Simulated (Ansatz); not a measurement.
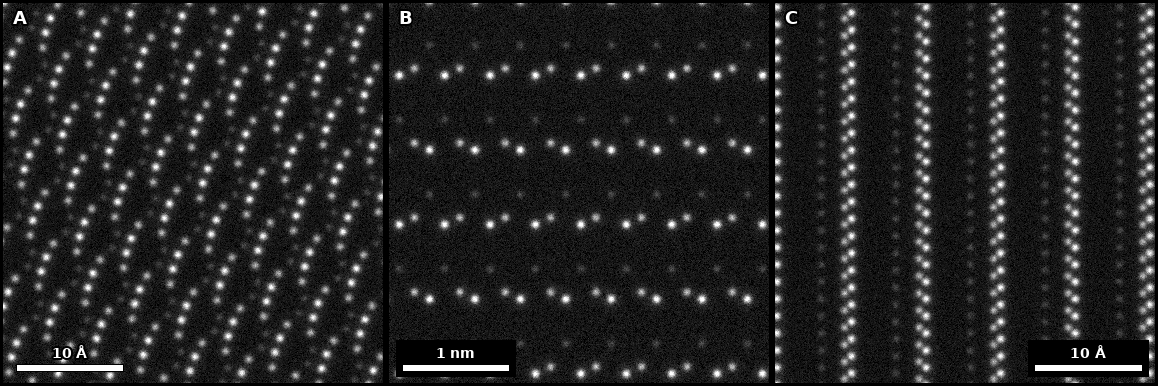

Three views of KLuSn (P6_3mc, No. 186) along different zone axes. Simulated incoherent Z contrast: every atom adds Z^1.7 spread by a probe of 0.50 Å full width; channelling and multiple scattering are left out. The probe carries 25 % of its weight in a tail 2.5 times as wide. The display is stretched by a gamma of 0.65; percentages refer to the linear signal. Shot noise was added. Atomic positions: the geometry relaxed with DFT, PAW plane waves, r2scan in Ansatz; the starting structure was generated, so it need not be a known form of this composition.

```
CELL_PARAMETERS angstrom
4.96748 0.00000 0.00000
-2.48374 4.30196 0.00000
0.00000 0.00000 14.13091
ATOMIC_POSITIONS crystal
K 0.33333 0.66667 0.24545
K 0.66667 0.33333 0.74545
Sn 0.00000 0.00000 0.40100
Sn 0.00000 0.00000 0.90100
Lu 0.33333 0.66667 0.94765
Lu 0.66667 0.33333 0.44765
```

**Match the panels to the zone axes [100], [101] and [310].**

A is [101]: projected cell 4.69 × 4.90 Å, 119°, plane group cm. B is [100]: projected cell 4.30 × 14.13 Å, 90°, plane group pg. C is [310]: projected cell 1.63 × 14.13 Å, 90°, plane group pg.
